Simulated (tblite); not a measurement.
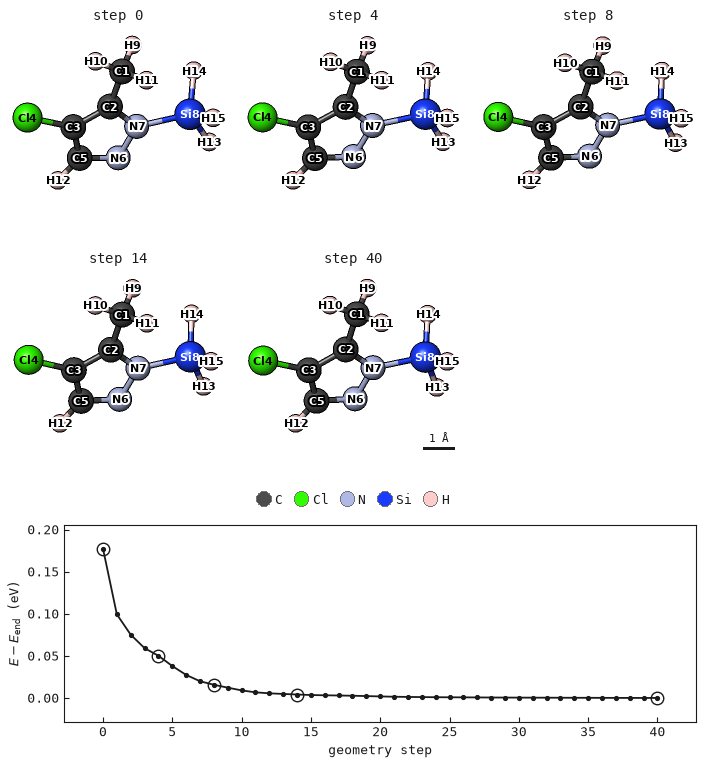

Frames of a relaxation of C₄H₇ClN₂Si, marked on the history of the run. A ball-and-stick model, seen from a free direction.

Level of theory: GFN2-xTB geometry optimisation, gas phase in tblite. 

### What happens along the run?

The energy falls by 0.177 eV in 40 geometry steps. The atom that moves furthest after the best rigid fit is H13 (0.25 Å). Largest moves by element: H 0.25 Å, N 0.10 Å, C 0.07 Å, Cl 0.02 Å, Si 0.02 Å. Some distances before and after: Si8–H13 1.490 → 1.451 Å, C2–N7 1.388 → 1.357 Å, N7–Si8 1.790 → 1.759 Å, Si8–H14 1.492 → 1.465 Å. Bond angles that change, for instance: N7–Si8–H13 112.2° → 103.7°, H13–Si8–H14 109.0° → 114.2°, C2–N7–Si8 126.5° → 130.8°. From step 0 to 4: N6 moves most (0.05 Å), energy −0.127 eV. From step 4 to 8: H13 moves most (0.08 Å), energy −0.034 eV. From step 8 to 14: H13 moves most (0.07 Å), energy −0.012 eV. From step 14 to 40: H13 moves most (0.06 Å), energy −0.004 eV.

```
step  E − E(0), eV
   0        0.0000
   1       -0.0780
   2       -0.1022
   3       -0.1182
   4       -0.1272
   5       -0.1394
   6       -0.1500
   7       -0.1575
   8       -0.1616
   9       -0.1651
  10       -0.1683
  12       -0.1718
  13       -0.1726
  15       -0.1738
  16       -0.1742
  18       -0.1747
  19       -0.1751
  21       -0.1759
  23       -0.1763
  24       -0.1764
  26       -0.1766
  27       -0.1767
  29       -0.1769
  31       -0.1770
  32       -0.1770
  34       -0.1771
  35       -0.1771
  37       -0.1772
  38       -0.1773
  40       -0.1773
```
